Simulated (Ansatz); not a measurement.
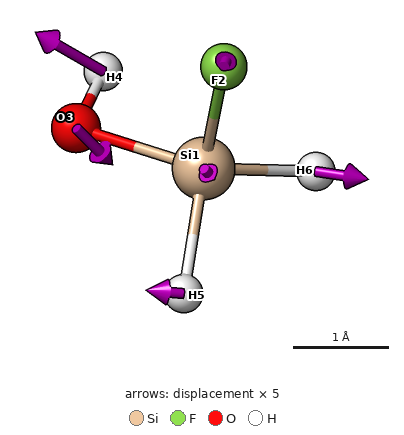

This is a relaxation of SiH3OF. The starting structure is drawn; purple arrows show the displacements, 5 times their true length. The two geometries are superimposed by the best rigid fit.

The picture is a ball-and-stick view, seen from a free direction.

The run prepares the start of a later molecular dynamics calculation, from a guessed geometry.

Theory: RKS r2SCANh-D4/def2-SVP (Ansatz 0.2.0).

Input file:
```yaml
crystal:
  periodic: [false, false, false]
  atoms:
    - { symbol: Si, position_ang: [0.0, 0.0, 0.0] }
    - { symbol: F, position_ang: [0.0, 0.0, 1.59] }
    - { symbol: O, position_ang: [1.5842, 0.0, -0.5594] }
    - { symbol: H, position_ang: [1.9006, -0.9521, -0.6761] }
    - { symbol: H, position_ang: [-0.6877, 1.1914, -0.4862] }
    - { symbol: H, position_ang: [-0.6877, -1.1914, -0.4862] }
basis:
  gaussian: { orbitals: def2-SVP }
hamiltonian:
  xc: r2scanh
  dispersion: d4
relax:
  f_tol: 0.02
  max_steps: 40
output:
  orbitals: {}
```

Launched with:
```bash
ansatz run input.yaml --threads 1 --pin off --max-ram 2048MiB --backend cpu --events-out ev --progress --plain --runs-dir out
```

### Describe the change and its energy.

H4 moves most after the best rigid fit: 0.19 Å. Largest moves by element: H 0.19 Å, O 0.14 Å, F 0.06 Å, Si 0.05 Å. Some distances before and after: O3–H4 1.010 → 0.961 Å, Si1–O3 1.680 → 1.645 Å, Si1–F2 1.590 → 1.620 Å, Si1–H6 1.459 → 1.485 Å. Bond angles that change, for instance: Si1–O3–H4 109.5° → 118.7°, H5–Si1–H6 109.5° → 113.4°, F2–Si1–H6 109.5° → 105.9°. Groups turn about Si1–O3 by about 20°. After 6 geometry steps the energy has fallen by 13.2 kJ/mol. Largest force component: 2.1 eV/Å at the start, 0.0099 eV/Å at the end. The run took 16 s on 1 thread of Arm Neoverse V2, with other jobs on the host, peak memory 0.14 GiB.
